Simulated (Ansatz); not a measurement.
# CH6BFSi: one molecule under many settings, part 2 of 2

Ansatz 0.2.0, Gaussian basis; the settings change from run to run.

## 7. MP2/cc-pVTZ

This run has coordinates scaled by 1.12, a grid of angular degree 11, relativity set to scalar.

in.yaml reads:

```yaml
crystal:
  periodic: [false, false, false]
  atoms:
    - {symbol: B, position_ang: [-1.904972, 0.763558, -0.337199]}
    - {symbol: Si, position_ang: [-0.134041, -0.620302, -0.483751]}
    - {symbol: C, position_ang: [1.510522, 0.027812, 0.696358]}
    - {symbol: F, position_ang: [2.716785, -0.950331, 0.576224]}
    - {symbol: H, position_ang: [-3.013070, 0.488777, -1.037542]}
    - {symbol: H, position_ang: [-1.920566, 1.865522, 0.424867]}
    - {symbol: H, position_ang: [0.348658, -0.729218, -2.079200]}
    - {symbol: H, position_ang: [-0.595637, -2.146231, 0.016188]}
    - {symbol: H, position_ang: [1.888296, 1.141923, 0.346690]}
    - {symbol: H, position_ang: [1.196875, 0.101145, 1.880614]}
basis:
  gaussian: {orbitals: cc-pVTZ, final_grid: {core_spheres: 5, valence_spheres: 4, degree: 11}}
hamiltonian: {xc: {name: HF}, pseudopotentials: {relativity: scalar}}
correlation: {method: mp2}
output: {forces: true}
```

Command:

```
$ ansatz run in.yaml --threads 2 --pin off --events-out ev --progress --plain --max-ram 4352MiB
```

The log of the run (excerpt; [...] marks lines left out):

```text
Functional definition: HF
  name "HF"
  cite "Fock, Z. Phys. 61, 126 (1930) doi:10.1007/BF01340294"
  parent pbe
[...]
1208 factors; integrals over basis functions are off by at most 9.0e-4 eV
[...]
mean field -12380.66843756 eV, -454.9811731619 hartree, gradient 4.5e-6 eV, S^2 0.000000; 0 other end points of the search recorded, 0 dependent functions left out
8 core orbitals not correlated: weight in the atoms' cores, before any rotation towards them, 1.000 or more for the frozen orbitals, at most 0.000 for the correlated occupied ones
reference -12380.66843756 eV, -454.9811731619 hartree; 12, 12 occupied and 188, 188 virtual orbitals, 1208 factors
second order -17.85924911 eV of doubles, -0.00000000 eV of singles
[...]
Total energy: -12398.52768667 eV, -455.6374884612 hartree
Relativity: scalar
Atom 0 at    -1.904972     0.763558    -0.337199 Å, force    -0.571019     0.436488     0.047721 eV/Å
Atom 1 at    -0.134041    -0.620302    -0.483751 Å, force     0.435827    -0.473113    -0.111942 eV/Å
Atom 2 at     1.510522     0.027812     0.696358 Å, force     0.658902     0.390137     0.562156 eV/Å
Atom 3 at     2.716785    -0.950331     0.576224 Å, force    -3.059983     2.439093     0.276263 eV/Å
Atom 4 at    -3.013070     0.488777    -1.037542 Å, force     2.218277     0.479282     1.351800 eV/Å
Atom 5 at    -1.920566     1.865522     0.424867 Å, force     0.094577    -2.186353    -1.483813 eV/Å
Atom 6 at     0.348658    -0.729218    -2.079200 Å, force    -0.658272     0.183042     2.322845 eV/Å
Atom 7 at    -0.595637    -2.146231     0.016188 Å, force     0.698603     2.214279    -0.684503 eV/Å
Atom 8 at     1.888296     1.141923     0.346690 Å, force    -0.812851    -3.102577     0.865629 eV/Å
Atom 9 at     1.196875     0.101145     1.880614 Å, force     0.995936    -0.380278    -3.146155 eV/Å
Dipole moment:    -0.445115     0.347706     0.034244 e Å
```

It took 6.5 s on 2 threads of Arm Neoverse V2, shared host; peak memory 0.56 GiB.

Largest force 3.923 eV/Å, dipole 2.72 D.

## 8. PBE0-DH/def2-SVPD

Set apart from the defaults: coordinates scaled by 1.05, density fitting with cc-pVTZ-jkfit, finite nuclei.

in.yaml reads:

```yaml
crystal:
  periodic: [false, false, false]
  atoms:
    - {symbol: B, position_ang: [-1.785911, 0.715836, -0.316124]}
    - {symbol: Si, position_ang: [-0.125664, -0.581533, -0.453517]}
    - {symbol: C, position_ang: [1.416114, 0.026074, 0.652836]}
    - {symbol: F, position_ang: [2.546986, -0.890935, 0.540210]}
    - {symbol: H, position_ang: [-2.824754, 0.458228, -0.972695]}
    - {symbol: H, position_ang: [-1.800531, 1.748927, 0.398313]}
    - {symbol: H, position_ang: [0.326867, -0.683642, -1.949250]}
    - {symbol: H, position_ang: [-0.558410, -2.012092, 0.015176]}
    - {symbol: H, position_ang: [1.770277, 1.070553, 0.325022]}
    - {symbol: H, position_ang: [1.122070, 0.094823, 1.763076]}
basis:
  gaussian: {orbitals: def2-SVPD, fitting: {mean_field: cc-pVTZ-jkfit}, nuclear_model: gaussian}
hamiltonian: {xc: {name: PBE0-DH}}
```

Same command.

The log of the run (excerpt; [...] marks lines left out):

```text
Functional definition: PBE0-DH
  name "PBE0-DH"
  cite "Brémond & Adamo, J. Chem. Phys. 135, 024106 (2011) doi:10.1063/1.3604569"
  cite "Perdew, Burke & Ernzerhof, Phys. Rev. Lett. 77, 3865 (1996) doi:10.1103/PhysRevLett.77.3865"
[...]
538 factors; integrals over basis functions are off by at most 2.6e-1 eV
[...]
mean field -12386.45057725 eV, -455.1936628763 hartree, gradient 3.7e-6 eV, S^2 0.000000; 0 other end points of the search recorded, 0 dependent functions left out
8 core orbitals not correlated: weight in the atoms' cores, before any rotation towards them, 1.000 or more for the frozen orbitals, at most 0.000 for the correlated occupied ones
reference -12386.45060251 eV, -455.1936638046 hartree; 12, 12 occupied and 115, 115 virtual orbitals, 538 factors
second order -18.09819162 eV of doubles, -0.00000000 eV of singles
Total energy: -12388.71287647 eV, -455.2768008390 hartree
```

It took 2.3 s on 2 threads of Arm Neoverse V2, shared host.

## 9. PBE-QIDH/aug-pcseg-2

Options: unrestricted orbitals, density fitting with def2-universal-jkfit, high accuracy.

in.yaml reads:

```yaml
crystal:
  periodic: [false, false, false]
  atoms:
    - {symbol: B, position_ang: [-1.700868, 0.681748, -0.301071]}
    - {symbol: Si, position_ang: [-0.119680, -0.553841, -0.431921]}
    - {symbol: C, position_ang: [1.348680, 0.024832, 0.621749]}
    - {symbol: F, position_ang: [2.425701, -0.848509, 0.514486]}
    - {symbol: H, position_ang: [-2.690242, 0.436408, -0.926376]}
    - {symbol: H, position_ang: [-1.714791, 1.665645, 0.379346]}
    - {symbol: H, position_ang: [0.311302, -0.651088, -1.856429]}
    - {symbol: H, position_ang: [-0.531819, -1.916278, 0.014454]}
    - {symbol: H, position_ang: [1.685978, 1.019574, 0.309545]}
    - {symbol: H, position_ang: [1.068638, 0.090308, 1.679120]}
basis:
  gaussian: {orbitals: aug-pcseg-2, fitting: {mean_field: def2-universal-jkfit}}
magnetization: {spin_polarized: true, initial_magnetization: 0}
hamiltonian: {xc: {name: PBE-QIDH}}
accuracy: high
output: {forces: true}
```

The command is unchanged.

The log of the run (excerpt; [...] marks lines left out):

```text
Functional definition: PBE-QIDH
  name "PBE-QIDH"
  cite "Brémond, Sancho-García, Pérez-Jiménez & Adamo, J. Chem. Phys. 141, 031101 (2014) doi:10.1063/1.4890314"
  cite "Perdew, Burke & Ernzerhof, Phys. Rev. Lett. 77, 3865 (1996) doi:10.1103/PhysRevLett.77.3865"
[...]
463 factors; integrals over basis functions are off by at most 1.2e0 eV
[...]
mean field -12388.17524108 eV, -455.2570431031 hartree, gradient 6.4e-8 eV, S^2 0.000000; 0 other end points of the search recorded, 0 dependent functions left out
8 core orbitals not correlated: weight in the atoms' cores, before any rotation towards them, 1.000 or more for the frozen orbitals, at most 0.000 for the correlated occupied ones
reference -12388.17524356 eV, -455.2570431942 hartree; 12, 12 occupied and 306, 306 virtual orbitals, 463 factors
second order -19.50228825 eV of doubles, -0.00000000 eV of singles
[...]
Atom 0 at    -1.700868     0.681748    -0.301071 Å, force    -0.134435     0.123386     0.025410 eV/Å
Atom 1 at    -0.119680    -0.553841    -0.431921 Å, force     0.089067    -0.191728    -0.087842 eV/Å
Atom 2 at     1.348680     0.024832     0.621749 Å, force     0.024229     0.086268     0.069404 eV/Å
Atom 3 at     2.425701    -0.848509     0.514486 Å, force    -0.172318     0.139141     0.016814 eV/Å
Atom 4 at    -2.690242     0.436408    -0.926376 Å, force     0.136435     0.028305     0.081709 eV/Å
Atom 5 at    -1.714791     1.665645     0.379346 Å, force     0.003167    -0.131160    -0.091058 eV/Å
Atom 6 at     0.311302    -0.651088    -1.856429 Å, force    -0.036567     0.023957     0.167906 eV/Å
Atom 7 at    -0.531819    -1.916278     0.014454 Å, force     0.055643     0.161604    -0.035448 eV/Å
Atom 8 at     1.685978     1.019574     0.309545 Å, force    -0.050634    -0.222037     0.076944 eV/Å
Atom 9 at     1.068638     0.090308     1.679120 Å, force     0.085412    -0.017736    -0.223839 eV/Å
Dipole moment:    -0.312486     0.288156     0.053843 e Å
```

Wall time 96 s (2 threads of Arm Neoverse V2, shared host); peak memory 1.3 GiB.

Largest force 0.240 eV/Å, dipole 2.06 D, ⟨S²⟩ 0.000.

## 10. r2SCAN50/def2-SVP

Set apart from the defaults: charge +1, multiplicity 2, coordinates scaled by 0.92, D3(BJ) with three-body dispersion, the search for lower states set to full.

in.yaml reads:

```yaml
crystal:
  periodic: [false, false, false]
  atoms:
    - {symbol: B, position_ang: [-1.564798, 0.627208, -0.276985]}
    - {symbol: Si, position_ang: [-0.110105, -0.509534, -0.397367]}
    - {symbol: C, position_ang: [1.240786, 0.022846, 0.572009]}
    - {symbol: F, position_ang: [2.231645, -0.780629, 0.473327]}
    - {symbol: H, position_ang: [-2.475022, 0.401495, -0.852266]}
    - {symbol: H, position_ang: [-1.577608, 1.532393, 0.348998]}
    - {symbol: H, position_ang: [0.286398, -0.599001, -1.707914]}
    - {symbol: H, position_ang: [-0.489273, -1.762975, 0.013297]}
    - {symbol: H, position_ang: [1.551100, 0.938009, 0.284781]}
    - {symbol: H, position_ang: [0.983147, 0.083083, 1.544790]}
basis:
  gaussian: {orbitals: def2-SVP}
total_charge: 1
magnetization: {spin_polarized: true, initial_magnetization: 1}
hamiltonian: {xc: {name: r2SCAN50}, dispersion: d3bjatm}
scf: {lower_state_search: full}
output: {forces: true}
```

The command is unchanged.

The log of the run (excerpt; [...] marks lines left out):

```text
Functional definition: r2SCAN50
  name "r2SCAN50"
  cite "Bursch, Neugebauer, Ehlert & Grimme, J. Chem. Phys. 156, 134105 (2022) doi:10.1063/5.0086040"
  cite "Furness, Kaplan, Ning, Perdew & Sun, J. Phys. Chem. Lett. 11, 8208 (2020) doi:10.1021/acs.jpclett.0c02405"
  cite "Furness, Kaplan, Ning, Perdew & Sun, J. Phys. Chem. Lett. 11, 9248 (2020) doi:10.1021/acs.jpclett.0c03077"
  parent r2scan
[...]
891 factors; integrals over basis functions are off by at most 1.1e-3 eV
[...]
mean field -12381.36838039 eV, -455.0068955865 hartree, gradient 3.4e-5 eV, S^2 0.767137; 4 other end points of the search recorded, 0 dependent functions left out
[...]
reference -12381.36838672 eV, -455.0068958190 hartree; 20, 19 occupied and 70, 71 virtual orbitals, 891 factors
Total energy: -12381.43194590 eV, -455.0092315758 hartree
Atom 0 at    -1.564798     0.627208    -0.276985 Å, force    -0.580678     2.220633     1.267146 eV/Å
Atom 1 at    -0.110105    -0.509534    -0.397367 Å, force    -1.093151    -3.158882    -2.659316 eV/Å
Atom 2 at     1.240786     0.022846     0.572009 Å, force     3.524580     1.195353     2.386013 eV/Å
Atom 3 at     2.231645    -0.780629     0.473327 Å, force     1.031656    -2.217581    -1.038061 eV/Å
Atom 4 at    -2.475022     0.401495    -0.852266 Å, force    -2.177210    -1.596219    -2.109854 eV/Å
Atom 5 at    -1.577608     1.532393     0.348998 Å, force     0.285385     2.345262     1.768422 eV/Å
Atom 6 at     0.286398    -0.599001    -1.707914 Å, force     0.782517    -0.059573    -2.544425 eV/Å
Atom 7 at    -0.489273    -1.762975     0.013297 Å, force    -0.780916    -2.380986     0.894722 eV/Å
Atom 8 at     1.551100     0.938009     0.284781 Å, force     0.734849     3.677370    -1.710093 eV/Å
Atom 9 at     0.983147     0.083083     1.544790 Å, force    -1.727031    -0.025376     3.745446 eV/Å
Dipole moment:    -0.596950     0.453293     0.038561 e Å
```

It took 11 s on 2 threads of Arm Neoverse V2, shared host.

Largest force 4.421 eV/Å, ⟨S²⟩ 0.767.

## 11. The runs in one table

| level | charge | multiplicity | geometry | functions | energy (eV) | time |
| --- | --- | --- | --- | --- | --- | --- |
| r2SCAN/pcseg-2 | 0 | 1 | relaxed, point charge | 208 | -12403.017 | 7.5 s |
| B3LYP5/6-31G | 0 | 1 | relaxed | 52 | -12398.342 | 3.4 s |
| r2SCAN/6-31G | 0 | 1 | relaxed | 52 | -12398.408 | 1.8 s |
| LC-wPBE/def2-TZVPP | 0 | 1 | relaxed | 219 | -12401.012 | 6 s |
| revPBE0/cc-pVTZ-DK | 0 | 3 | relaxed, point charge | 208 | -12418.775 | 26 s |
| MP2/cc-pVTZ | 0 | 1 | scaled | 208 | -12398.528 | 6.5 s |
| PBE0-DH/def2-SVPD | 0 | 1 | scaled | 135 | -12388.713 | 2.3 s |
| PBE-QIDH/aug-pcseg-2 | 0 | 1 | relaxed | 326 | -12394.676 | 96 s |
| r2SCAN50/def2-SVP | 1 | 2 | scaled | 90 | -12381.432 | 11 s |

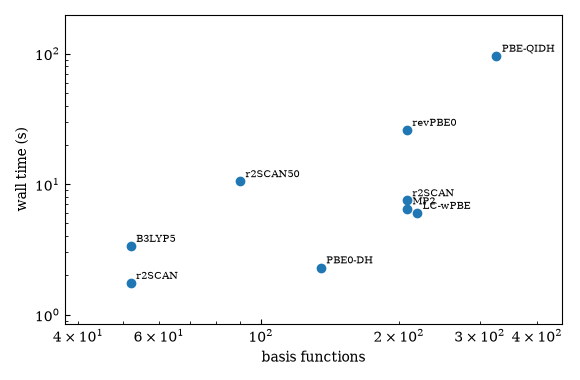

Wall time against the number of basis functions (shared host).

## 12. Results

What follows sums up all 2 parts.

| quantity | value |
| --- | --- |
| runs | 9 |
| quickest | r2SCAN/6-31G, 1.8 s |
| slowest | PBE-QIDH/aug-pcseg-2, 96 s |
| spread of total energies, same state and geometry | 6.3 eV |
| dipole, same state and geometry | 2.03 to 2.27 D |

In words: Run time spans a factor of 55, from r2SCAN/6-31G to PBE-QIDH/aug-pcseg-2. The jobs differ in tasks and options as well as level. Total energies at one charge and spin differ by 6 eV between levels, so only differences within one level mean anything. At the PBE0-D4/def2-TZVP geometry and in the same state, runs without warnings or point charges leave forces up to 2.06 eV/Å (r2SCAN/6-31G), against 3.9 eV/Å where the atoms were moved. At that geometry and state the dipole changes by 12 % between the lowest and highest value.
